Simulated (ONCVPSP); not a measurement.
- Element: Sc (Z = 21)
- Generator: ONCVPSP 4.0.1
- Type: optimised norm-conserving Vanderbilt (ONCV)
- Functional: LDA (Perdew-Zunger)
- Relativity: scalar-relativistic
- Frozen core: [Ar]
- Valence charge: 3
- Reference configuration: 3d2 4s1
- Partial waves: 4s: rc 2.45 bohr, ncon 3, nbas 7, qcut 3.1 1/bohr, 1 projector; p scattering state at 0.05 Ha: rc 2.45 bohr, ncon 4, nbas 6, qcut 2.8 1/bohr, 1 projector; 3d: rc 2.45 bohr, ncon 4, nbas 9, qcut 5.5 1/bohr, local
- Local potential: the d channel
- Core correction: polynomial model core, fcfact 0.5

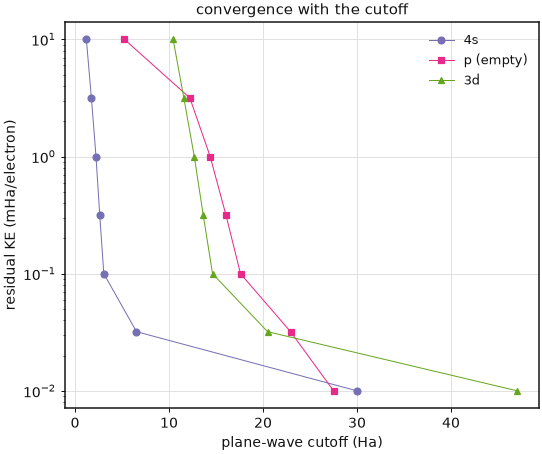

Residual kinetic energy of the pseudo-waves (the first of each channel, and further valence shells) beyond the plane-wave cutoff, as the generator prints it.

> Read the cutoffs for an error of 1 mHa per electron.

p (empty): 14 Ha; 3d: 13 Ha; 4s: 2.2 Ha.

> Which cutoffs does the potential need for its occupied states?

13 Ha for 1 mHa and 15 Ha for 0.1 mHa per electron. The first is set by 3d.

The potential isn't sound: its ghost test gives GHOST(-) flagged for s at -45.6 eV, p at -0.15 eV; GHOST(+) flagged for p at 3.5 eV.
